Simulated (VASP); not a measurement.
Band structure of K$_{4}$BrCl$_{3}$ (ordered alloy cell). Calculation: PBE GGA, VASP's PBE PAW potentials (set 64) (plane waves; VASP).

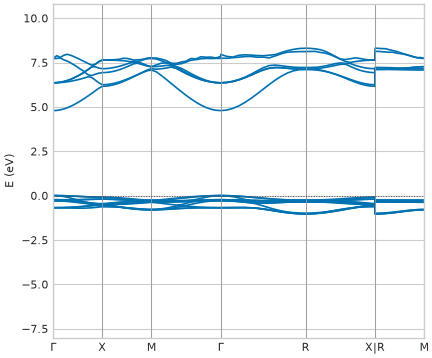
Figure: Bands along high-symmetry lines, zero at the valence-band maximum or, without a gap, the Fermi level

Q: Read the plot: is there a gap, and where are the band edges?

A: The gap is direct, 4.79 eV, from the valence maximum at Γ to the conduction minimum at Γ. (Edges off the drawn lines would not show.)

The structure was generated: K4BrCl3 was put into an ordered model structure (Pm-3m), which need not be its known phase. It was relaxed first, which changed the volume by +6 %.
